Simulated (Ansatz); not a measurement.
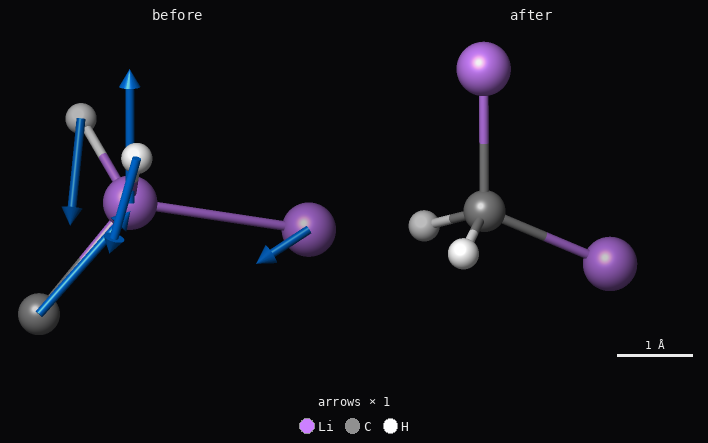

The structure of CH$_{2}$Li$_{2}$ before (left) and after (right) a relaxation, at one scale. The blue arrows give the displacements, at their true length.

Style: ball-and-stick. Shown at a tilt.

It is one of the separated reactants of a reaction.

All numbers below come from Ansatz 0.2.0, RKS PBE-D4/def2-SVP.

Input
```yaml
crystal:
  periodic: [false, false, false]
  atoms:
    - {symbol: Li, position_ang: [-0.059996, 0.092161, -0.061305]}
    - {symbol: C, position_ang: [-0.987772, -0.965105, 1.261433]}
    - {symbol: Li, position_ang: [2.403159, -0.396584, -0.558890]}
    - {symbol: H, position_ang: [-0.165553, 1.614900, 0.383921]}
    - {symbol: H, position_ang: [-0.860590, -0.042431, -1.428432]}
basis:
  gaussian: {orbitals: def2-SVP}
hamiltonian: {xc: pbe, dispersion: d4}
relax: {f_tol: 0.03, max_steps: 250}
```

Launched with:
```bash
ansatz run in.yaml --threads 2 --pin off --events-out ev --progress --plain --max-ram 4352MiB
```

Summarise the run.

The energy falls by 215.9 kcal/mol in 16 geometry steps. The largest force component goes from 0.57 to 0.0049 eV/Å. The largest moves after the best rigid fit, 1.85 Å, are those of Li1 and C2. By element the largest moves are C 1.85 Å, Li 1.84 Å, H 1.45 Å. Among the contacts that change: C2–Li3 3.890 → 1.951 Å, C2–H4 2.846 → 1.122 Å, Li1–H4 1.590 → 2.541 Å, Li1–Li3 2.560 → 3.308 Å. New bonds form: C2–H4 (2.85 → 1.12 Å), C2–H5 (2.85 → 1.12 Å), C2–Li3 (3.89 → 1.95 Å). Bonds break: Li1–H4 (1.59 → 2.54 Å), Li1–H5 (1.59 → 2.54 Å).
